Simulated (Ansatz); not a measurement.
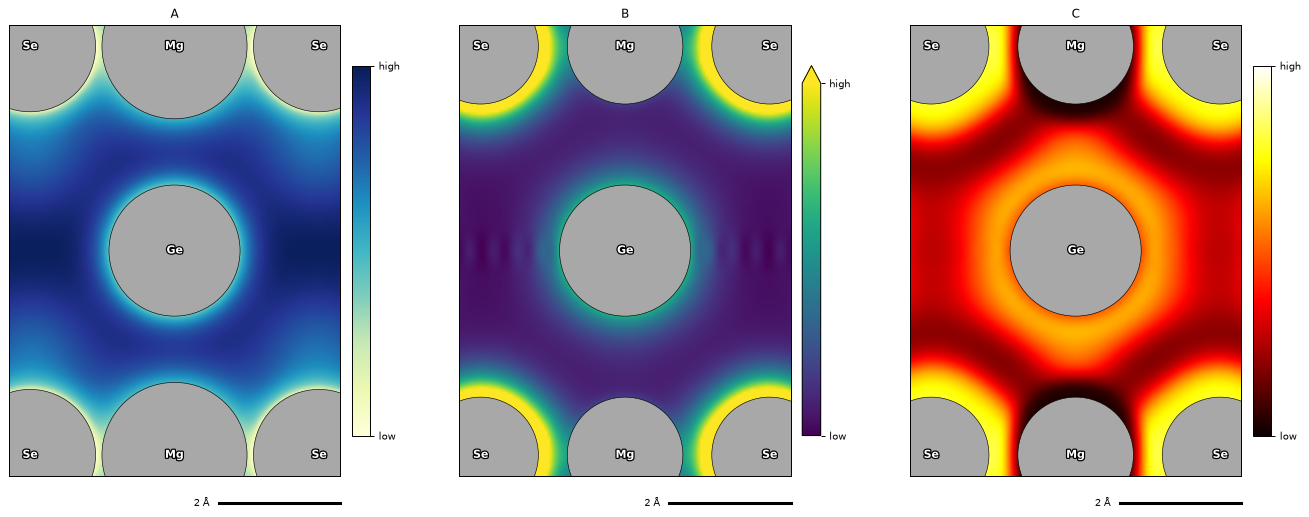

Mg$_{3}$GeSe: 3 fields on the (011̄) plane of the conventional cell, with unlabelled colour scales. Grey discs cover the atomic cores.

Space group Pm-3m; a generated structure, not necessarily the stable one; changed on purpose from its base cell (volume × 0.884 of the coarse rest volume); computed pressure about 7 GPa in this cell.

All numbers below come from DFT PBE, scalar-relativistic, plane waves, PAW in Ansatz.

The panels show electron localisation function, electrostatic potential energy of an electron and valence pseudo-density in some order. Assign them.

Panel A: electrostatic potential energy of an electron (low next to the atoms, rising into the space between them). Panel B: valence pseudo-density. Panel C: electron localisation function. From the grid: Mg–Se (2.38 Å): ρ at the midpoint is about 0.41 e/Å³; the ELF is about 0.70 at the midpoint. Mg–Ge (3.37 Å): ρ at the midpoint is about 0.11 e/Å³, with its minimum of 0.08 e/Å³ about 1.2 Å from Mg; the ELF peaks at about 0.65 in the valence shell of Ge, 1.3 Å from its nucleus, and is about 0.55 at the midpoint.
